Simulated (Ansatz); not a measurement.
**GeH2 (SMILES [GeH2]): HSE06/STO-3G**

Aim: the energy change on altering one bond length of GeH2 at HSE06/STO-3G, from 2 runs. 

The calculation is run with Ansatz 0.2.0.

41 further runs of the same task are left out: 7 that didn't finish, 34 set aside as unsound or not needed.

### Step 1. Starting point

The species is GeH2 (3 atoms), meant as a singlet with charge 0. As SMILES, `[GeH2]`. Geometry: relaxed at PBE0-D4/def2-TZVP.

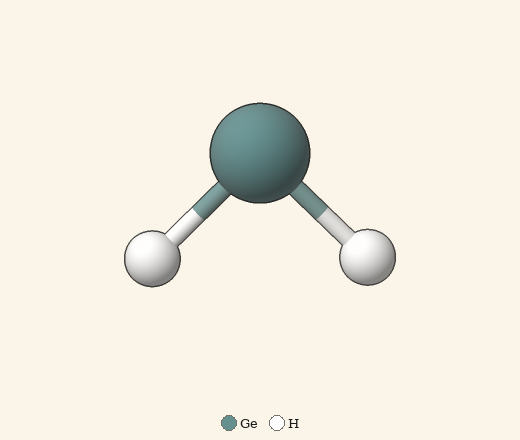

Viewed from a chosen angle; germanium teal, hydrogen white.

### Step 2. The energy at HSE06/STO-3G

The input, run.yaml:

```yaml
crystal:
  periodic: [false, false, false]
  atoms:
    - {symbol: Ge, position_ang: [-0.570100, 0.405100, -0.263700]}
    - {symbol: H, position_ang: [0.783000, 0.743600, 0.509000]}
    - {symbol: H, position_ang: [-0.212900, -1.148700, -0.245300]}
basis:
  gaussian: {orbitals: STO-3G}
hamiltonian: {xc: hse06}
accuracy: high
```

Command:

```bash
$ ansatz run run.yaml --threads 1 --pin off --max-ram 2610MiB --events-out events.jsonl --progress --plain --runs-dir runs
```

What it wrote:

```text
Warning: RAYON_NUM_THREADS=1 ignored (pool sized by the plan → 1); use --threads N
Functional definition: HSE06
  name "HSE06"
  parameter a = 0.25
  parameter omega = 0.11/bohr
  exchange = pbe_x - a*pbe_x_sr(omega) + a*exact_x_sr(omega)
  correlation = pbe_c
235 factors; integrals over basis functions are off by at most 1.3e-8 eV
39 factors; integrals over basis functions are off by at most 1.9e-9 eV
mean field evaluation 1: about -55843.1184 eV, gradient 6.7e1 eV
mean field evaluation 2: about -55882.5250 eV, gradient 4.4e1 eV
mean field evaluation 4: about -55889.5200 eV, gradient 8.6e0 eV
mean field evaluation 8: about -55889.8057 eV, gradient 1.5e-1 eV
mean field evaluation 16: about -55889.8064 eV, gradient 2.4e-5 eV
mean field -55889.80635713 eV, -2053.9125001530 hartree, gradient 1.9e-8 eV, S^2 0.000000; 0 other end points of the search recorded, 0 dependent functions left out
reference -55889.80635866 eV, -2053.9125002094 hartree; 17, 17 occupied and 3, 3 virtual orbitals, 235 factors
Total energy: -55889.80635866 eV, -2053.9125002094 hartree
```

Run time: 0.93 s. Hardware: 1 thread of AMD EPYC 7R43 (Zen 3), shared host; peak memory 0.1 GiB.

### Step 3. The distorted shape

The input, input.yaml:

```yaml
crystal:
  periodic: [false, false, false]
  atoms:
    - {symbol: Ge, position_ang: [-0.659390, 0.793507, -0.268299]}
    - {symbol: H, position_ang: [0.693710, 1.132007, 0.504401]}
    - {symbol: H, position_ang: [-0.212900, -1.148700, -0.245300]}
basis:
  gaussian: {orbitals: STO-3G}
total_charge: 0
hamiltonian: {xc: hse06}
accuracy: high
```

Command:

```bash
$ ansatz run input.yaml --threads 1 --pin off --max-ram 2610MiB --events-out events.jsonl --progress --plain --runs-dir runs
```

What it wrote (excerpt; [...] marks lines left out):

```text
Warning: RAYON_NUM_THREADS=1 ignored (pool sized by the plan → 1); use --threads N
[... 6 set-up lines as earlier in the session ...]
232 factors; integrals over basis functions are off by at most 1.2e-8 eV
40 factors; integrals over basis functions are off by at most 1.8e-9 eV
mean field evaluation 1: about -55842.0084 eV, gradient 6.2e1 eV
mean field evaluation 2: about -55876.5057 eV, gradient 4.6e1 eV
mean field evaluation 4: about -55887.8795 eV, gradient 1.1e1 eV
mean field evaluation 8: about -55888.4035 eV, gradient 1.9e-1 eV
mean field evaluation 16: about -55888.3800 eV, gradient 1.8e-4 eV
mean field -55888.38003488 eV, -2053.8600837774 hartree, gradient 3.6e-8 eV, S^2 0.000000; 1 other end points of the search recorded, 0 dependent functions left out
reference -55888.38003647 eV, -2053.8600838358 hartree; 17, 17 occupied and 3, 3 virtual orbitals, 232 factors
Total energy: -55888.38003647 eV, -2053.8600838358 hartree
```

Wall time 1 s (1 thread of AMD EPYC 7R43 (Zen 3), shared host); peak memory 0.1 GiB.

### Step 4. What came out

Level: HSE06/STO-3G.

| quantity | value |
| --- | --- |
| first shape: total energy | -2053.91250 Eh |
| distorted shape: total energy | -2053.86008 Eh |
| energy change with the Ge1–H3 bond stretched from 1.594 to 1.993 Å | 1.426 eV |

What this shows: With the Ge1–H3 bond stretched from 1.594 to 1.993 Å the energy rises by 1.43 eV (138 kJ/mol). The first shape isn't relaxed at this level, so the change isn't measured from a minimum. The minimal basis adds a large error of its own.
